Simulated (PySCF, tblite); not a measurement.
# C5H9FO2Si2: geometry, infrared bands and NMR shifts

Aim: predict the infrared bands and NMR shifts of C5H9FO2Si2 (`CC(=O)O[Si@H]1[SiH2]C(F)=C1C`).

The runs use tblite 0.8.0 and PySCF 2.14.0, with density-fitted response routines of our own; the level of theory stands in each step. All values are computed, except where a source is named. Atoms are numbered from 0 throughout.

## (1) The starting structure

19 atoms, charge 0, multiplicity 1; geometry from: force field or distance geometry start.

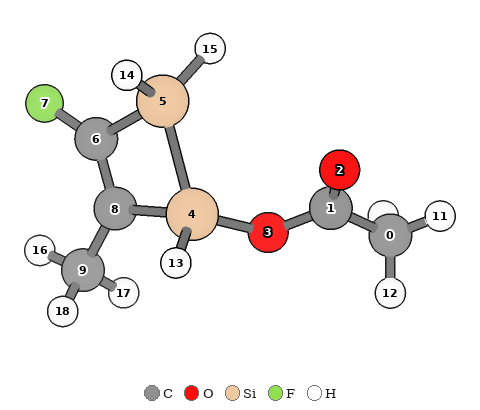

The starting geometry (carbon grey, oxygen red, silicon light orange, fluorine green, hydrogen white), atoms numbered.

## (2) Geometry optimisation with GFN2-xTB

Job settings and geometry (Å):

```
{"job": {"kind": "relax", "xc": "GFN2-xTB", "basis": "xTB"}, "charge": 0, "multiplicity": 1}
C      3.207900    -1.197900    -0.620600
C      2.353700    -0.295100     0.230000
O      2.805200     0.638100     0.890900
O      1.057800    -0.674500     0.173700
Si    -0.133900     0.085000     1.041600
Si    -0.454700     2.234700     0.594900
C     -2.028000     1.399400    -0.132500
F     -3.059400     2.011600    -0.741900
C     -1.816300     0.068700     0.130400
C     -2.713300    -1.178500    -0.192700
H      2.878300    -1.115100    -1.663800
H      4.242600    -0.889900    -0.546900
H      3.112000    -2.226300    -0.261400
H     -0.269000    -0.428700     2.420000
H     -0.785600     3.152000     1.735800
H      0.366400     2.863800    -0.468500
H     -3.611200    -0.872100    -0.732700
H     -2.154000    -1.889000    -0.820600
H     -3.008400    -1.676900     0.733400
```

Run with:

```bash
OMP_NUM_THREADS=1 python probes_run.py task.json out
```

This one command runs all jobs of the session in turn.

Output:

```text
step      E/eV     max force
  0    -859.94400    2.549
  1    -860.11380    2.527
  2    -860.18685    0.728
  3    -860.21998    0.532
  4    -860.26732    0.492
  5    -860.28804    0.564
  6    -860.33105    0.495
  7    -860.35406    0.338
  8    -860.37565    0.422
  9    -860.39056    0.397
 10    -860.40072    0.263
 11    -860.40723    0.163
 12    -860.41204    0.149
 13    -860.41513    0.134
 14    -860.41728    0.102
 15    -860.41904    0.094
 16    -860.42056    0.096
 17    -860.42167    0.067
 18    -860.42238    0.061
 19    -860.42300    0.055
 20    -860.42371    0.077
 21    -860.42440    0.069
 22    -860.42492    0.052
 23    -860.42530    0.057
 24    -860.42569    0.056
 25    -860.42613    0.054
 26    -860.42652    0.040
 27    -860.42683    0.035
 28    -860.42712    0.042
 29    -860.42743    0.053
 30    -860.42773    0.049
 31    -860.42795    0.033
 32    -860.42814    0.038
 33    -860.42838    0.060
 34    -860.42872    0.066
 35    -860.42909    0.049
 36    -860.42939    0.045
 37    -860.42963    0.044
 38    -860.42986    0.036
 39    -860.43013    0.037
 40    -860.43038    0.033
 41    -860.43058    0.030
 42    -860.43076    0.030
 43    -860.43094    0.039
 44    -860.43116    0.044
 45    -860.43146    0.042
 46    -860.43185    0.058
 47    -860.43230    0.056
 48    -860.43270    0.066
 49    -860.43303    0.068
 50    -860.43332    0.056
 51    -860.43363    0.047
 52    -860.43400    0.048
 53    -860.43426    0.108
 54    -860.43461    0.048
 55    -860.43486    0.039
 56    -860.43522    0.036
 57    -860.43539    0.033
 58    -860.43571    0.032
 59    -860.43590    0.030
 60    -860.43607    0.028
 61    -860.43620    0.025
 62    -860.43632    0.028
 63    -860.43641    0.020
 64    -860.43647    0.017
 65    -860.43651    0.017
 66    -860.43656    0.017
 67    -860.43662    0.024
 68    -860.43669    0.028
 69    -860.43676    0.021
 70    -860.43685    0.028
 71    -860.43694    0.026
 72    -860.43704    0.031
 73    -860.43713    0.023
 74    -860.43719    0.014
 75    -860.43723    0.017
 76    -860.43729    0.025
 77    -860.43738    0.031
 78    -860.43747    0.026
 79    -860.43754    0.024
 80    -860.43760    0.020
 81    -860.43765    0.022
 82    -860.43770    0.023
 83    -860.43774    0.014
 84    -860.43777    0.014
 85    -860.43778    0.013
 86    -860.43780    0.015
 87    -860.43783    0.018
 88    -860.43787    0.022
 89    -860.43791    0.017
 90    -860.43795    0.015
 91    -860.43799    0.013
 92    -860.43803    0.018
 93    -860.43807    0.017
 94    -860.43810    0.016
 95    -860.43814    0.016
 96    -860.43817    0.017
 97    -860.43821    0.023
 98    -860.43824    0.020
 99    -860.43827    0.013
100    -860.43829    0.008
```

Wall time 1.6 s (1 thread of Arm Neoverse N1, shared host).

The steps of the relaxation: (not every step is listed)

| step | energy from step 0 (eV) | largest force (eV/Å) |
| --- | --- | --- |
| 0 | 0.0000 | 2.5487 |
| 1 | -0.1698 | 2.5273 |
| 2 | -0.2429 | 0.7278 |
| 3 | -0.2760 | 0.5324 |
| 4 | -0.3233 | 0.4920 |
| 5 | -0.3440 | 0.5639 |
| 6 | -0.3871 | 0.4949 |
| 7 | -0.4101 | 0.3382 |
| 8 | -0.4316 | 0.4221 |
| 16 | -0.4766 | 0.0963 |
| 24 | -0.4817 | 0.0564 |
| 32 | -0.4841 | 0.0381 |
| 40 | -0.4864 | 0.0327 |
| 48 | -0.4887 | 0.0658 |
| 56 | -0.4912 | 0.0362 |
| 64 | -0.4925 | 0.0170 |
| 72 | -0.4930 | 0.0310 |
| 80 | -0.4936 | 0.0202 |
| 88 | -0.4939 | 0.0216 |
| 95 | -0.4941 | 0.0162 |
| 96 | -0.4942 | 0.0172 |
| 97 | -0.4942 | 0.0230 |
| 98 | -0.4942 | 0.0200 |
| 99 | -0.4943 | 0.0130 |
| 100 | -0.4943 | 0.0076 |

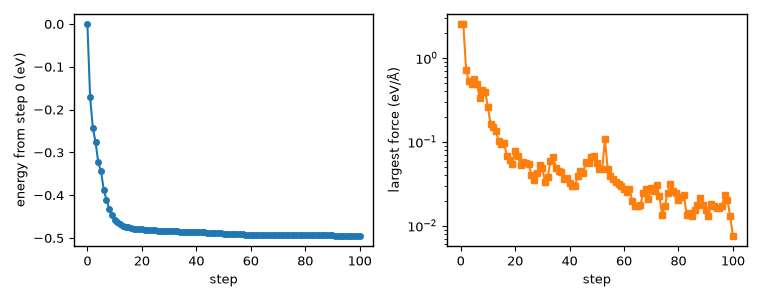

Energy and largest force along the relaxation.

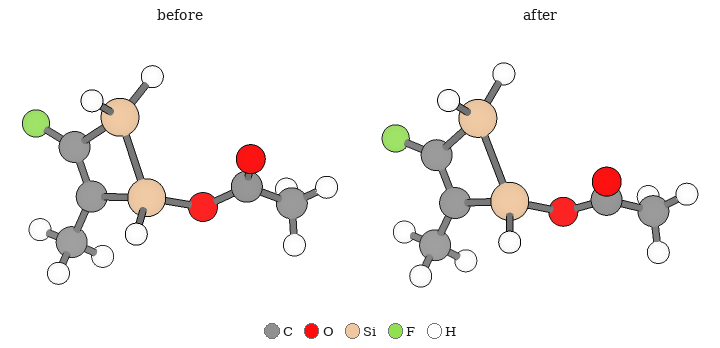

Before and after, at one scale.

Distances of close pairs at the start and the end, largest changes first:

| bond | before (Å) | after (Å) | change (Å) |
| --- | --- | --- | --- |
| Si4–Si5 | 2.219 | 2.324 | +0.105 |
| C8–C9 | 1.570 | 1.486 | -0.083 |
| Si5–H14 | 1.501 | 1.465 | -0.036 |
| C1–O3 | 1.351 | 1.319 | -0.032 |
| C6–C8 | 1.373 | 1.342 | -0.031 |
| O3–Si4 | 1.658 | 1.684 | +0.025 |
| C1–O2 | 1.229 | 1.206 | -0.023 |
| Si5–C6 | 1.924 | 1.909 | -0.015 |

The final coordinates are the input of the step that follows.

## (3) Harmonic vibrations with GFN2-xTB

Job settings and geometry (Å):

```
{"job": {"kind": "ir", "xc": "GFN2-xTB", "basis": "xTB"}, "charge": 0, "multiplicity": 1}
C      3.207642    -1.236588    -0.614416
C      2.283614    -0.456144     0.273614
O      2.632145     0.304452     1.142214
O      1.004830    -0.670337     0.029121
Si    -0.073573     0.149285     1.029074
Si    -0.523470     2.378428     0.549691
C     -2.006998     1.360906    -0.089371
F     -3.140102     1.803854    -0.690492
C     -1.756755     0.063935     0.147151
C     -2.631844    -1.092956    -0.177479
H      2.888312    -1.139876    -1.649131
H      4.227425    -0.884026    -0.494240
H      3.152638    -2.288867    -0.340743
H      0.011268    -0.557739     2.306438
H     -0.900290     3.314282     1.611744
H      0.157686     3.143487    -0.503881
H     -3.509089    -0.777699    -0.739983
H     -2.075713    -1.825126    -0.761824
H     -2.957528    -1.580020     0.741588
```

Output:

```text
mode    cm-1     km/mol
  1      40.3      4.37
  2      49.8      1.25
  3      53.8      4.46
  4      63.9      1.51
  5     106.4      4.88
  6     118.4      1.21
  7     122.4      4.97
  8     173.6      4.70
  9     226.8      4.51
 10     271.2      1.64
 11     311.6      3.44
 12     336.8     22.71
 13     384.1      6.32
 14     401.0      7.11
 15     414.8     12.05
 16     442.4     24.26
 17     506.5    206.02
 18     522.1     25.40
 19     535.4     14.27
 20     575.4     22.48
 21     601.0     13.32
 22     631.6    226.49
 23     708.7    298.30
 24     756.9     75.21
 25     774.0     84.39
 26     791.1    213.68
 27     955.6     30.20
 28    1003.7     48.63
 29    1006.8     37.54
 30    1012.5      0.60
 31    1023.7     19.63
 32    1104.1    126.77
 33    1197.3     67.89
 34    1245.4    546.85
 35    1364.9     62.89
 36    1389.9      5.51
 37    1441.0     13.07
 38    1443.3     15.46
 39    1468.4      8.07
 40    1474.6      3.79
 41    1616.5     86.75
 42    1745.1    352.57
 43    2188.8    253.94
 44    2231.7    253.11
 45    2244.8    413.08
 46    2995.2     22.93
 47    3010.3     18.04
 48    3021.4      2.70
 49    3021.8     19.92
 50    3039.6      2.70
 51    3064.7      7.74
```

Run time: 1.7 s. Hardware: 1 thread of Arm Neoverse N1, shared host.

Which atoms move in the most intense modes:

| cm⁻¹ | km/mol | atoms |
| --- | --- | --- |
| 632 | 226.5 | H14 28 %, H15 26 %, H13 18 %, Si5 12 % |
| 709 | 298.3 | H13 65 %, Si4 15 % |
| 791 | 213.7 | H15 47 %, H14 43 % |
| 1245 | 546.9 | C1 65 %, O3 20 % |
| 1745 | 352.6 | C1 63 %, O2 36 % |
| 2189 | 253.9 | H15 91 % |
| 2232 | 253.1 | H14 89 % |
| 2245 | 413.1 | H13 91 % |

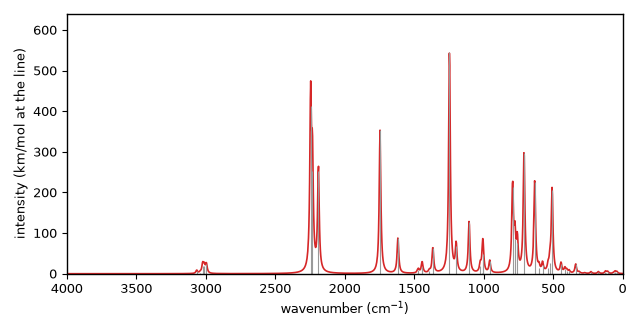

The infrared spectrum from these modes, unscaled. Lines are broadened to a width of 14 cm⁻¹ (Lorentzian).

## (4) NMR shieldings: PBE0/pcSseg-1

Settings changed since step 3:

```diff
@@ -1,2 +1,2 @@
-{"job": {"kind": "ir", "xc": "GFN2-xTB", "basis": "xTB"}, "charge": 0, "multiplicity": 1}
+{"job": {"kind": "nmr", "xc": "PBE0", "basis": "pcSseg-1"}, "charge": 0, "multiplicity": 1}
 C      3.207642    -1.236588    -0.614416
```

Level: GIAO PBE0/pcSseg-1 NMR shielding, non-relativistic, gas phase.

Output:

```text
coarse grid: 17520 points
cycle   1  E = -1024.1765317621  dE =  1.519e+00  |g| = 1.026e+00  |ddm| = 4.073e+00
cycle   2  E = -1023.8622600433  dE =  3.143e-01  |g| = 1.668e+00  |ddm| = 1.848e+00
cycle   3  E = -1024.3579164723  dE = -4.957e-01  |g| = 2.648e-01  |ddm| = 1.261e+00
cycle   4  E = -1024.3699244806  dE = -1.201e-02  |g| = 9.457e-02  |ddm| = 2.411e-01
cycle   5  E = -1024.3713415753  dE = -1.417e-03  |g| = 2.704e-02  |ddm| = 7.819e-02
cycle   6  E = -1024.3714990085  dE = -1.574e-04  |g| = 7.561e-03  |ddm| = 3.005e-02
cycle   7  E = -1024.3715103519  dE = -1.134e-05  |g| = 3.018e-03  |ddm| = 9.568e-03
cycle   8  E = -1024.3715124457  dE = -2.094e-06  |g| = 6.135e-04  |ddm| = 3.039e-03
final grid: 162264 points
cycle   9  E = -1024.4560753678  dE = -2.380e-05  |g| = 1.326e-02  |ddm| = 2.617e-02
cycle  10  E = -1024.4560245089  dE =  5.086e-05  |g| = 2.114e-02  |ddm| = 2.350e-02
cycle  11  E = -1024.4561085649  dE = -8.406e-05  |g| = 2.574e-03  |ddm| = 1.497e-02
cycle  12  E = -1024.4561097775  dE = -1.213e-06  |g| = 5.499e-04  |ddm| = 1.996e-03
cycle  13  E = -1024.4561098265  dE = -4.901e-08  |g| = 1.586e-04  |ddm| = 4.719e-04
cycle  14  E = -1024.4561098315  dE = -5.066e-09  |g| = 3.240e-05  |ddm| = 1.419e-04
cycle  15  E = -1024.4561098317  dE = -1.839e-10  |g| = 1.392e-05  |ddm| = 4.697e-05
converged SCF energy = -1024.4561098317

GIAO shielding tensors (ppm)
atom      isotropic    diamagn.    paramagn.     s11        s22        s33       span
  0 C      163.517     248.182     -84.665    142.597    154.008    193.946     51.349
  1 C        6.880     249.521    -242.642    -89.995     32.699     77.934    167.930
  2 O     -128.850     403.867    -532.717   -370.737   -243.977    228.163    598.900
  3 O      115.625     406.065    -290.440    -22.834    170.170    199.539    222.373
  4 Si     371.794     884.013    -512.219    314.189    348.711    452.482    138.293
  5 Si     400.446     881.978    -481.532    354.553    383.827    462.958    108.405
  6 C        3.162     260.423    -257.261    -90.968     39.316     61.137    152.105
  7 F      230.560     475.470    -244.910     71.806    238.365    381.507    309.701
  8 C       29.723     269.226    -239.503    -71.309     31.959    128.518    199.827
  9 C      171.137     245.377     -74.240    151.579    176.398    185.434     33.855
 10 H       29.455      29.607      -0.151     25.447     29.085     33.833      8.387
 11 H       29.748      26.015       3.733     25.622     28.065     35.559      9.936
 12 H       29.340      27.305       2.035     25.903     28.047     34.071      8.168
 13 H       26.172      31.108      -4.936     22.536     24.947     31.034      8.499
 14 H       26.940      29.403      -2.463     23.882     24.908     32.029      8.147
 15 H       26.907      30.486      -3.579     24.302     24.794     31.624      7.322
 16 H       29.030      28.901       0.129     24.171     28.927     33.994      9.823
 17 H       29.863      30.814      -0.950     25.021     28.937     35.632     10.612
 18 H       29.998      28.505       1.493     25.808     27.908     36.278     10.470
```

It took 1.9 min on 1 thread of Arm Neoverse N1, shared host; peak memory 1.1 GiB.

The references, computed at this level on geometries of the same kind, shield at (ppm): ¹H TMS 31.72, ¹³C TMS 186.9, ²⁹Si TMS 349.2, ¹⁹F CFCl3 170.9, ¹⁷O H2O 336.1. Their shielding less the atom's gives the shift. The references are single molecules in the gas phase, so shifts against H2O, NH3, PH3, H3PO4 or CFCl3 are not on the usual liquid scales and can be off by tens of ppm. Atoms listed in one row are averaged.

| atoms | environment | σ (ppm) | δ (ppm) | δ scaled to CDCl3 |
| --- | --- | --- | --- | --- |
| C6 | fully substituted alkene carbon | 3.2 | 183.8 | 177.4 |
| C1 | carbonyl carbon | 6.9 | 180.0 | 173.8 |
| C8 | fully substituted alkene carbon | 29.7 | 157.2 | 151.5 |
| C0 | methyl carbon α to a carbonyl | 163.5 | 23.4 | 20.9 |
| C9 | allylic methyl carbon | 171.1 | 15.8 | 13.5 |
| H13 | hydrogen on a silicon bonded to C, O, Si, in a 4-membered ring | 26.17 | 5.54 | – |
| H15 | hydrogen on a silicon bonded to C, Si, in a 4-membered ring | 26.91 | 4.81 | – |
| H14 | hydrogen on a silicon bonded to C, Si, in a 4-membered ring | 26.94 | 4.78 | – |
| H10, H11, H12 | hydrogen on a methyl carbon α to a carbonyl | 29.51 | 2.20 | 2.18 |
| H16, H17, H18 | hydrogen on an allylic methyl carbon | 29.63 | 2.09 | 2.07 |
| O2 | carbonyl oxygen | -128.9 | 464.9 | – |
| O3 | oxygen bonded to C, Si | 115.6 | 220.5 | – |
| Si4 | silicon bonded to C, O, Si, H, in a 4-membered ring | 371.8 | -22.6 | – |
| Si5 | silicon bonded to C, Si, 2 H, in a 4-membered ring | 400.4 | -51.3 | – |
| F7 | vinylic fluorine | 230.6 | -59.6 | – |

The scaled column applies a straight-line fit of computed shieldings to shifts measured in CDCl3, and one for carbons that bear F (root-mean-square error 0.16 ppm for H, 1.9 ppm for C).

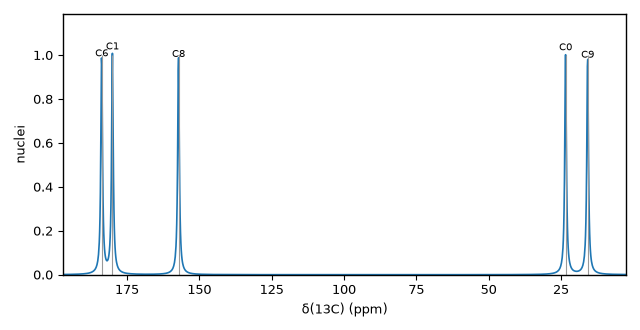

¹³C lines at the computed shifts, without couplings. Lines are broadened to a width of 0.67 ppm (Lorentzian).

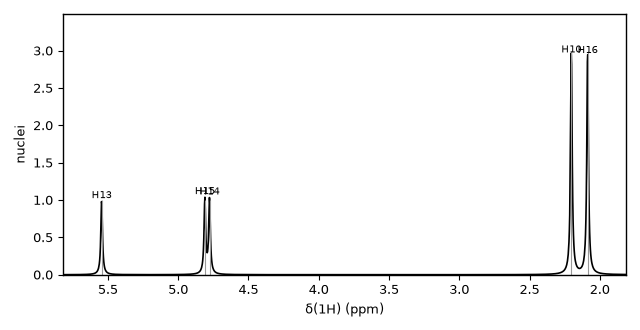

¹H lines at the computed shifts, without couplings. Lines are broadened to a width of 0.01 ppm (Lorentzian).

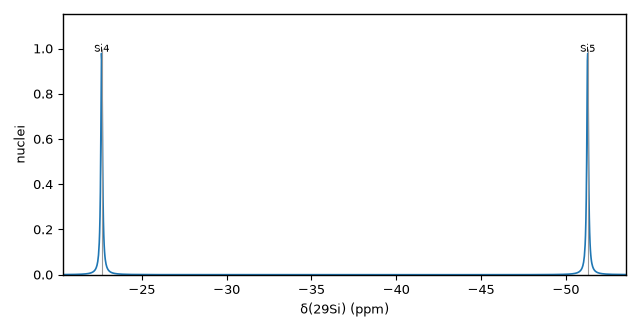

²⁹Si lines at the computed shifts, without couplings. Lines are broadened to a width of 0.11 ppm (Lorentzian).

Charges from the same density, by scheme (e):

| atoms | Mulliken | IAO | Hirshfeld | ESP fit |
| --- | --- | --- | --- | --- |
| C0 | -0.23 | -0.47 | -0.12 | -0.69 |
| C1 | 0.40 | 0.54 | 0.22 | 0.87 |
| O2 | -0.42 | -0.47 | -0.26 | -0.54 |
| O3 | -0.56 | -0.58 | -0.19 | -0.41 |
| Si4 | 0.74 | 0.83 | 0.32 | 0.18 |
| Si5 | 0.34 | 0.43 | 0.24 | 0.28 |
| C6 | 0.10 | 0.03 | -0.01 | -0.07 |
| F7 | -0.28 | -0.27 | -0.09 | -0.12 |
| C8 | -0.59 | -0.29 | -0.10 | 0.05 |
| C9 | -0.16 | -0.43 | -0.12 | -0.35 |

IAO charges:

C0 -0.47; C1 0.54; O2 -0.47; O3 -0.58; Si4 0.83; Si5 0.43; C6 0.03; F7 -0.27; C8 -0.29; C9 -0.43; H10 0.17; H11 0.17; H12 0.18; H13 -0.11; H14 -0.10; H15 -0.10; H16 0.16; H17 0.16; H18 0.16

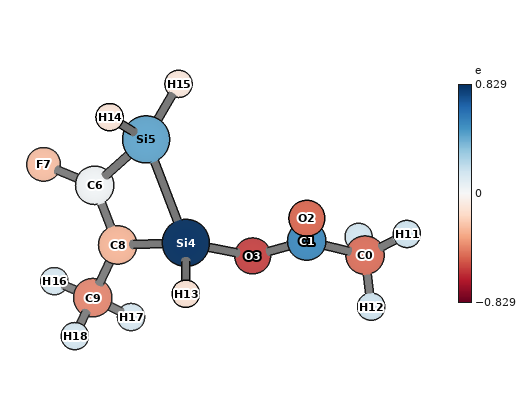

IAO charges, as colours on the atoms.

Mayer bond orders: C0–C1 1.00, C1–O2 1.92, C1–O3 1.10, O3–Si4 0.81, Si4–Si5 0.92, Si5–C6 0.90, C6–F7 0.93, C6–C8 1.73, C8–C9 1.04, C8–Si4 0.86.

Ring of atoms Si4, Si5, C6, C8: NICS(0) -5.5, NICS(1) -4.4, NICS(1)zz 1.0 ppm (means of both faces).

Orbitals, density, ELF and potential are computed afterwards from the orbital file.

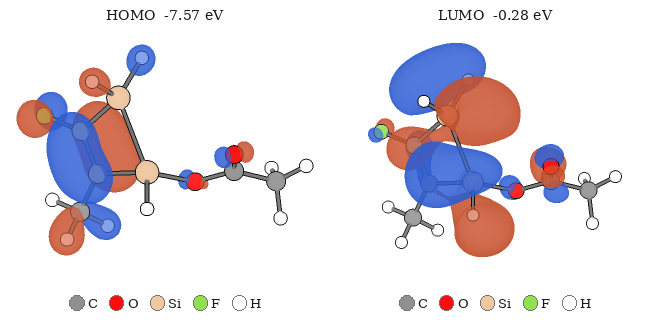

Frontier orbitals at PBE0/pcSseg-1; each surface holds 70 % of the orbital's density, blue and red mark the sign.

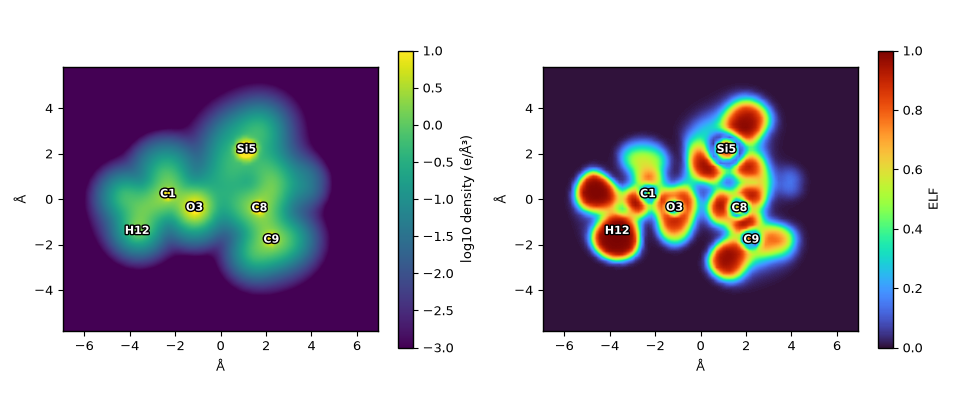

Density (left) and ELF (right) in a plane through or near 6 of the atoms.

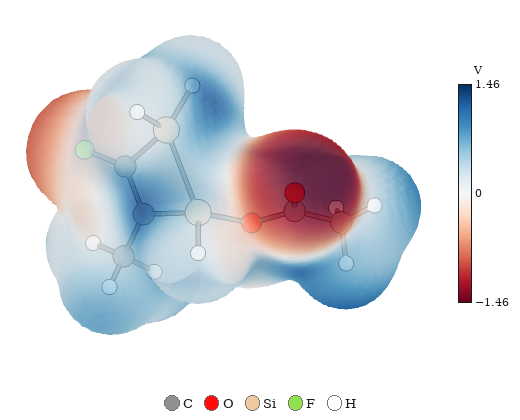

The potential that a unit positive charge feels on the 0.002 e/bohr³ surface, from -1.46 V near O2 to 1.11 V near H12.

## (5) Outcome

```
                                                              quantity                                value
                             strongest single infrared mode (GFN2-xTB)                1245 cm⁻¹, 547 km/mol
                                          zero-point energy (GFN2-xTB)                        79.0 kcal/mol
                                ¹³C shifts against TMS (PBE0/pcSseg-1)  183.8, 180.0, 157.2, 23.4, 15.8 ppm
¹H shifts against TMS (PBE0/pcSseg-1, means over atoms taken as alike)     5.54, 4.81, 4.78, 2.20, 2.09 ppm
                                ¹⁷O shifts against H2O (PBE0/pcSseg-1)                     464.9, 220.5 ppm
                               ²⁹Si shifts against TMS (PBE0/pcSseg-1)                     -22.6, -51.3 ppm
                              ¹⁹F shifts against CFCl3 (PBE0/pcSseg-1)                            -59.6 ppm
                                 surface potential, least and greatest                   -1.46 V and 1.11 V
```

In words: The optimisation took 100 steps and gained 0.494 eV; among the close pairs (by a distance rule), Si4–Si5 changed most, from 2.219 to 2.324 Å. No mode is imaginary among the 51: a minimum at this level. The strongest single mode, at 1245 cm⁻¹, moves mainly C1. Unscaled tight-binding wavenumbers are off by several per cent, some by more. Its intensities can rank the bands wrongly. At PBE0/pcSseg-1: The widest tensor belongs to O2: span 599 ppm, with a paramagnetic part of -533 ppm.
